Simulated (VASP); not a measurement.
Band structure of HgS (zinc blende). Computed with PW91 GGA, VASP's PBE PAW potentials (set 64) (plane waves; VASP 6.6.1).

Unless said otherwise, spin-orbit coupling is left out, though it shifts the bands of the heavy elements here.

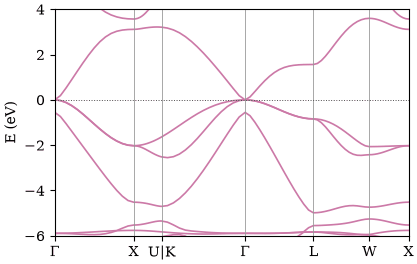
Figure. Bands along high-symmetry lines, zero at the valence-band maximum or, without a gap, the Fermi level

Read the plot: is there a gap, and where are the band edges?

It has no gap at this level: it comes out as a metal or semimetal. (Edges off the drawn lines would not show.)

The compound is HgS in the zinc blende structure, metacinnabar; cinnabar is the stable form. It was relaxed first, which changed the volume by +8 %.
